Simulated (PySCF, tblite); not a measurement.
# C15H12: vibronic structure

Aim: compute the vibronic structure of C15H12 (`Cc1cccc2cc3ccccc3cc12`).

Programs: tblite 0.8.0 and PySCF 2.14.0, with routines of our own; each step states its level. All values are computed. Atoms count from 0.

## Step 1: The starting structure

27 atoms, charge 0, multiplicity 1; geometry from: force field or distance geometry start.

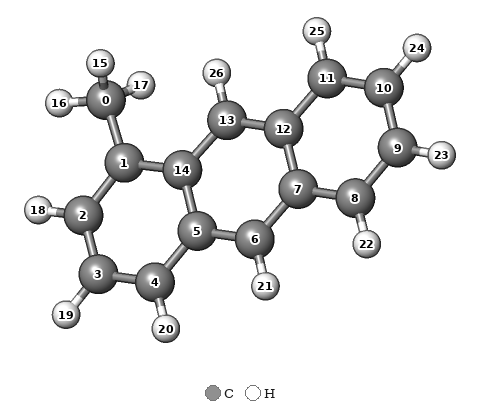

The starting geometry (carbon grey, hydrogen white).

## Step 2: Optimising the geometry with GFN2-xTB

Job settings and geometry (Å):

```
{"job": {"kind": "relax", "xc": "GFN2-xTB", "basis": "xTB"}, "charge": 0, "multiplicity": 1}
C     -2.775700     1.871300    -0.617600
C     -2.373400     0.498300    -0.188800
C     -3.362800    -0.449700     0.110400
C     -3.043400    -1.726300     0.506300
C     -1.706800    -2.101400     0.649600
C     -0.683800    -1.185900     0.361700
C      0.666500    -1.568700     0.494600
C      1.723700    -0.678500     0.233200
C      3.066200    -1.074900     0.364600
C      4.090400    -0.175500     0.095500
C      3.795000     1.119700    -0.320600
C      2.463900     1.517500    -0.455000
C      1.411200     0.629600    -0.176000
C      0.074600     1.012800    -0.322400
C     -1.002900     0.137800    -0.049700
H     -2.417300     2.625800     0.101600
H     -3.873300     1.976500    -0.654700
H     -2.400000     2.082200    -1.618800
H     -4.422500    -0.173900     0.018600
H     -3.821800    -2.451800     0.739900
H     -1.473100    -3.105700     0.966900
H      0.898100    -2.583000     0.820500
H      3.318200    -2.072900     0.695600
H      5.122900    -0.495300     0.198600
H      4.601600     1.827400    -0.528500
H      2.245900     2.536500    -0.772500
H     -0.141100     2.034600    -0.640700
```

Command:

```console
$ OMP_NUM_THREADS=1 python excited_run.py task.json out
```

One launch serves the whole session: the jobs run in the order shown.

Output:

```text
step      E/eV     max force
  0   -1040.21204    2.052
  1   -1040.35745    0.840
  2   -1040.38259    0.233
  3   -1040.38746    0.188
  4   -1040.39552    0.176
  5   -1040.39845    0.124
  6   -1040.40130    0.084
  7   -1040.40297    0.096
  8   -1040.40437    0.105
  9   -1040.40537    0.084
 10   -1040.40603    0.052
 11   -1040.40639    0.033
 12   -1040.40665    0.031
 13   -1040.40688    0.036
 14   -1040.40711    0.037
 15   -1040.40735    0.036
 16   -1040.40763    0.036
 17   -1040.40792    0.035
 18   -1040.40820    0.038
 19   -1040.40844    0.039
 20   -1040.40867    0.035
 21   -1040.40890    0.029
 22   -1040.40908    0.023
 23   -1040.40920    0.020
 24   -1040.40928    0.017
 25   -1040.40934    0.016
 26   -1040.40936    0.013
 27   -1040.40938    0.007
```

Wall time 0.38 s (1 thread of Intel Xeon Platinum 8488C, shared host); peak memory 0.18 GiB.

Relaxation path:

```tsv
step	energy from step 0 (eV)	largest force (eV/Å)
0	0.0000	2.0517
1	-0.1454	0.8402
2	-0.1706	0.2329
3	-0.1754	0.1884
4	-0.1835	0.1762
5	-0.1864	0.1237
6	-0.1893	0.0837
7	-0.1909	0.0957
8	-0.1923	0.1052
9	-0.1933	0.0837
10	-0.1940	0.0516
11	-0.1944	0.0331
12	-0.1946	0.0309
13	-0.1948	0.0358
14	-0.1951	0.0371
15	-0.1953	0.0359
16	-0.1956	0.0362
17	-0.1959	0.0349
18	-0.1962	0.0378
19	-0.1964	0.0387
20	-0.1966	0.0352
21	-0.1969	0.0285
22	-0.1970	0.0232
23	-0.1972	0.0203
24	-0.1972	0.0166
25	-0.1973	0.0162
26	-0.1973	0.0127
27	-0.1973	0.0073
```

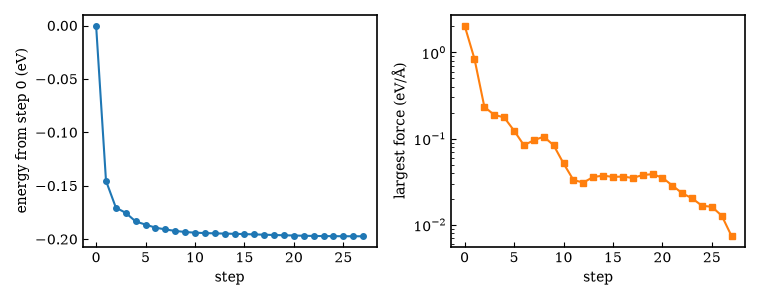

Energy and force, step by step.

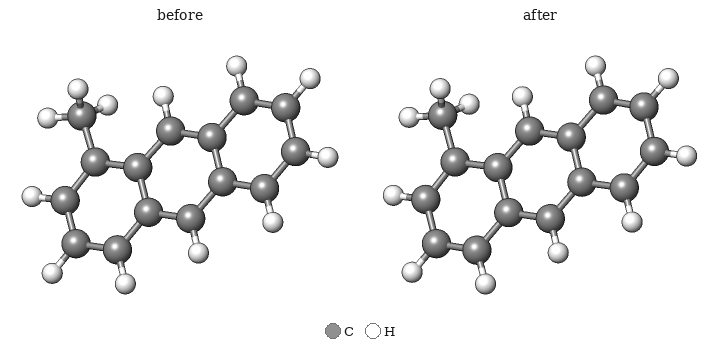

Before and after, at one scale.

Distances of close pairs at the start and the end, largest changes first:

```tsv
bond	before (Å)	after (Å)	change (Å)
C1–C2	1.403	1.366	-0.037
C3–C4	1.396	1.359	-0.036
C2–C3	1.374	1.409	+0.035
C10–C11	1.396	1.361	-0.035
C8–C9	1.389	1.361	-0.029
C7–C12	1.406	1.429	+0.023
C13–C14	1.415	1.393	-0.021
C9–C10	1.392	1.411	+0.019
```

The final coordinates are the input of the step that follows.

## Step 3: Harmonic vibrations with GFN2-xTB

Job settings and geometry (Å):

```
{"job": {"kind": "ir", "xc": "GFN2-xTB", "basis": "xTB"}, "charge": 0, "multiplicity": 1}
C     -2.742119     1.875897    -0.614618
C     -2.369129     0.491977    -0.175883
C     -3.337551    -0.429203     0.104621
C     -3.018801    -1.737974     0.519070
C     -1.720575    -2.118423     0.651035
C     -0.671019    -1.206151     0.374039
C      0.663338    -1.580150     0.504658
C      1.702468    -0.695553     0.235469
C      3.065212    -1.065296     0.364767
C      4.057985    -0.174823     0.094382
C      3.746448     1.137199    -0.321684
C      2.450158     1.529278    -0.457804
C      1.385761     0.632364    -0.185496
C      0.050491     1.007244    -0.315570
C     -0.993321     0.124409    -0.046914
H     -2.352075     2.618513     0.080790
H     -3.823254     1.981761    -0.658675
H     -2.335585     2.088719    -1.602807
H     -4.379466    -0.157191     0.008723
H     -3.820138    -2.431434     0.729010
H     -1.463214    -3.119107     0.967283
H      0.898139    -2.586630     0.823541
H      3.296106    -2.072421     0.682236
H      5.094434    -0.462352     0.195552
H      4.551626     1.826225    -0.531185
H      2.208753     2.533659    -0.776953
H     -0.164569     2.015886    -0.635425
```

Output:

```text
mode    cm-1     km/mol
  1      79.3      0.04
  2      81.8      0.33
  3     175.6      0.22
  4     182.9      0.75
  5     199.2      0.35
  6     228.6      0.21
  7     263.3      0.22
  8     318.8      0.23
  9     361.5      0.66
 10     385.0      0.01
 11     432.3      0.23
 12     437.0      2.71
 13     460.8      0.02
 14     499.9      0.85
 15     513.3      0.09
 16     525.8      0.63
 17     549.2      0.06
 18     584.7      1.20
 19     635.9      0.21
 20     699.4      0.28
 21     726.2      0.47
 22     730.9      1.01
 23     748.5     13.41
 24     791.2      0.67
 25     817.5      0.42
 26     850.7     33.32
 27     862.6      0.18
 28     863.0      0.96
 29     874.0      0.04
 30     876.4      0.04
 31     890.3      0.16
 32     915.9      0.63
 33     921.7      0.41
 34     926.4      0.05
 35     986.6      2.33
 36    1025.8      7.49
 37    1058.8      2.19
 38    1071.2      0.00
 39    1120.2      0.34
 40    1152.9      0.99
 41    1173.8      0.31
 42    1182.8      0.12
 43    1185.3      0.37
 44    1207.5      2.51
 45    1243.8      6.54
 46    1268.8      0.31
 47    1292.3      0.17
 48    1308.7      2.16
 49    1332.8      3.73
 50    1360.4      3.73
 51    1396.6      1.87
 52    1402.3      4.71
 53    1415.5      0.56
 54    1433.1      1.10
 55    1455.0      1.29
 56    1475.4      1.72
 57    1485.2      4.47
 58    1493.1      3.35
 59    1543.2      0.03
 60    1554.0      9.76
 61    1584.5      0.09
 62    1610.7      1.41
 63    1625.7      2.78
 64    3002.0     27.45
 65    3012.5     15.09
 66    3043.2     30.73
 67    3063.4     12.03
 68    3065.8     12.95
 69    3067.4     11.36
 70    3069.0      7.83
 71    3072.8     59.82
 72    3078.9     79.06
 73    3085.9    122.89
 74    3087.8     46.47
 75    3089.5     54.36
```

Wall time 2.2 s (1 thread of Intel Xeon Platinum 8488C, shared host); peak memory 0.18 GiB.

Which atoms move in the most intense modes:

```tsv
cm⁻¹	km/mol	atoms
851	33.3	H26 36 %, H21 14 %, C13 14 %
3002	27.4	H15 49 %, H17 43 %
3043	30.7	H16 91 %
3073	59.8	H20 52 %, H18 27 %
3079	79.1	H24 34 %, H23 27 %, H22 19 %, H25 10 %
3086	122.9	H19 56 %, H20 24 %
3088	46.5	H26 66 %, H23 13 %, H24 11 %
3090	54.4	H24 28 %, H23 25 %, H26 25 %
```

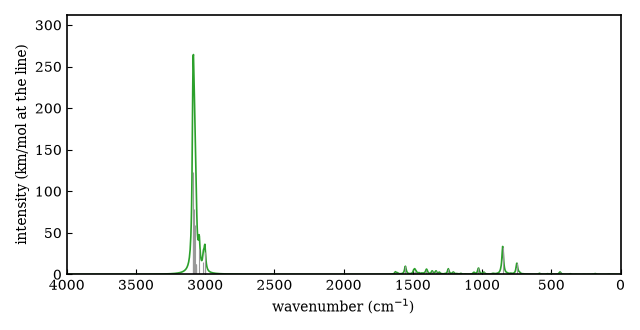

The infrared spectrum from these modes, unscaled. Lines are broadened to a width of 14 cm⁻¹ (Lorentzian).

## Step 4: Vibronic structure: TDDFT B3LYP/def2-SV(P)

Settings changed since step 3:

```diff
@@ -1,2 +1,2 @@
-{"job": {"kind": "ir", "xc": "GFN2-xTB", "basis": "xTB"}, "charge": 0, "multiplicity": 1}
+{"job": {"kind": "vib", "xc": "B3LYP", "basis": "def2-SV(P)", "tda": false}, "charge": 0, "multiplicity": 1}
 C     -2.742119     1.875897    -0.614618
```

Method: TDDFT B3LYP/def2-SV(P) vertical-gradient vibronic structure (displaced harmonic oscillators, Condon), gas phase.

Output:

```text
final grid: 107368 points
cycle   1  E = -578.3258021115  dE =  2.780e+00  |g| = 5.010e-01  |ddm| = 7.782e+00
cycle   2  E = -578.3348035995  dE = -9.001e-03  |g| = 4.877e-01  |ddm| = 1.871e+00
cycle   3  E = -578.4026095978  dE = -6.781e-02  |g| = 4.621e-02  |ddm| = 8.310e-01
cycle   4  E = -578.4026184125  dE = -8.815e-06  |g| = 4.395e-02  |ddm| = 1.179e-01
cycle   5  E = -578.4031240172  dE = -5.056e-04  |g| = 1.111e-02  |ddm| = 6.714e-02
cycle   6  E = -578.4031559950  dE = -3.198e-05  |g| = 4.153e-03  |ddm| = 2.041e-02
cycle   7  E = -578.4031604501  dE = -4.455e-06  |g| = 9.965e-04  |ddm| = 5.737e-03
cycle   8  E = -578.4031607320  dE = -2.819e-07  |g| = 2.092e-04  |ddm| = 1.523e-03
cycle   9  E = -578.4031607435  dE = -1.148e-08  |g| = 8.494e-05  |ddm| = 3.988e-04
cycle  10  E = -578.4031607455  dE = -1.935e-09  |g| = 2.117e-05  |ddm| = 1.352e-04
cycle  11  E = -578.4031607456  dE = -9.936e-11  |g| = 1.086e-05  |ddm| = 4.102e-05
converged SCF energy = -578.4031607456

Singlet excitations (eV, f): 3.249 (0.0695)  3.945 (0.0003)  4.506 (0.0002)  4.943 (0.0305)  5.302 (1.7999)  5.504 (0.0030)

State S1  3.2488 eV  f = 0.06949  H->L 0.97
  relaxed dipole 0.901 D, largest gradient of the excitation energy 0.0402 Eh/bohr
  mode    cm-1        S   lambda/meV  Raman
   53   1415.5    0.3897      68.4   1.000
   60   1554.0    0.2725      52.5   0.843
   59   1543.2    0.2213      42.3   0.675
   47   1292.3    0.1430      22.9   0.306
   10    385.0    0.3299      15.7   0.063
   54   1433.1    0.0411       7.3   0.108
   50   1360.4    0.0339       5.7   0.080
   11    432.3    0.0835       4.5   0.020
   48   1308.7    0.0159       2.6   0.035
   25    817.5    0.0160       1.6   0.014
    8    318.8    0.0389       1.5   0.005
   52   1402.3    0.0085       1.5   0.021
  reorganisation energy 0.2372 eV, total S 1.688, 0-0 3.0116 eV
  absorption maximum 3.196 eV, width 0.400 eV

State S4  4.9435 eV  f = 0.03054  H->L+2 0.77, H-2->L 0.16
  relaxed dipole 1.738 D, largest gradient of the excitation energy 0.0349 Eh/bohr
  mode    cm-1        S   lambda/meV  Raman
   59   1543.2    0.3964      75.8   1.000
   60   1554.0    0.3248      62.6   0.831
   18    584.7    0.1637      11.9   0.059
   10    385.0    0.2259      10.8   0.035
   53   1415.5    0.0295       5.2   0.063
   11    432.3    0.0554       3.0   0.011
   42   1182.8    0.0192       2.8   0.028
   58   1493.1    0.0064       1.2   0.015
   43   1185.3    0.0075       1.1   0.011
    8    318.8    0.0267       1.1   0.003
   52   1402.3    0.0051       0.9   0.011
  reorganisation energy 0.1851 eV, total S 1.322, 0-0 4.7584 eV
  absorption maximum 4.758 eV, width 0.232 eV

State S5  5.3016 eV  f = 1.79988  H->L+1 0.48, H-1->L 0.45
  relaxed dipole 0.987 D, largest gradient of the excitation energy 0.0172 Eh/bohr
  mode    cm-1        S   lambda/meV  Raman
   53   1415.5    0.1035      18.2   1.000
   22    730.9    0.0842       7.6   0.217
   10    385.0    0.1268       6.1   0.091
   25    817.5    0.0531       5.4   0.171
   38   1071.2    0.0197       2.6   0.109
   11    432.3    0.0400       2.1   0.036
   63   1625.7    0.0093       1.9   0.119
   47   1292.3    0.0103       1.7   0.083
   60   1554.0    0.0082       1.6   0.096
   54   1433.1    0.0075       1.3   0.074
    8    318.8    0.0285       1.1   0.014
   44   1207.5    0.0074       1.1   0.052
  reorganisation energy 0.0550 eV, total S 0.532, 0-0 5.2466 eV
  absorption maximum 5.247 eV, width 0.042 eV

State T1  2.0972 eV  f = 0.00000  H->L 0.96
  relaxed dipole 0.429 D, largest gradient of the excitation energy 0.0433 Eh/bohr
  mode    cm-1        S   lambda/meV  Raman
   60   1554.0    0.3566      68.7   1.000
   53   1415.5    0.3753      65.9   0.873
   59   1543.2    0.3098      59.3   0.857
   47   1292.3    0.2716      43.5   0.527
   10    385.0    0.3360      16.0   0.058
   50   1360.4    0.0445       7.5   0.096
   54   1433.1    0.0368       6.5   0.088
   56   1475.4    0.0266       4.9   0.067
   11    432.3    0.0831       4.5   0.018
   48   1308.7    0.0267       4.3   0.053
   39   1120.2    0.0187       2.6   0.027
    8    318.8    0.0419       1.7   0.005
  reorganisation energy 0.3008 eV, total S 2.059, 0-0 1.7964 eV
  absorption maximum 1.982 eV, width 0.420 eV
```

Run time: 2.3 min. Hardware: 1 thread of Intel Xeon Platinum 8488C, shared host; peak memory 1.8 GiB.

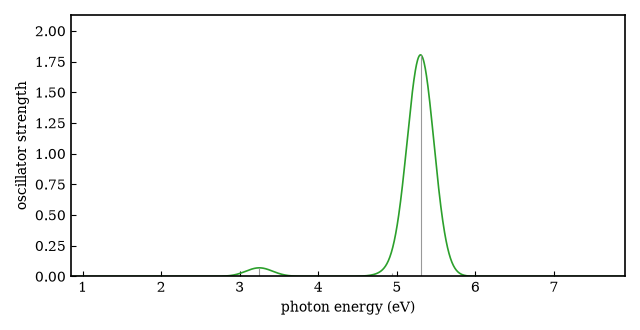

Absorption lines of the singlets. Lines are broadened to a width of 0.40 eV (Gaussian).

## Step 5: Summary of results

```
                                                                                        quantity                     value
                                                       strongest single infrared mode (GFN2-xTB)     3086 cm⁻¹, 123 km/mol
                                                                    zero-point energy (GFN2-xTB)            135.2 kcal/mol
S1: vertical, reorganisation, 0-0, total S (step 4, TDDFT B3LYP/def2-SV(P), modes from GFN2-xTB)  3.25, 0.24, 3.01 eV; 1.7
S4: vertical, reorganisation, 0-0, total S (step 4, TDDFT B3LYP/def2-SV(P), modes from GFN2-xTB)  4.94, 0.19, 4.76 eV; 1.3
S5: vertical, reorganisation, 0-0, total S (step 4, TDDFT B3LYP/def2-SV(P), modes from GFN2-xTB)  5.30, 0.06, 5.25 eV; 0.5
```

In words: All 75 modes are real, so the xTB geometry is a minimum. GFN2-xTB is a fitted tight-binding method: band positions and strengths are rough. Its intensities can rank the bands wrongly. The vibronic model keeps the ground-state modes (from xTB) and shifts them along the gradient alone, so it can miss much of the relaxation that a full optimisation finds.
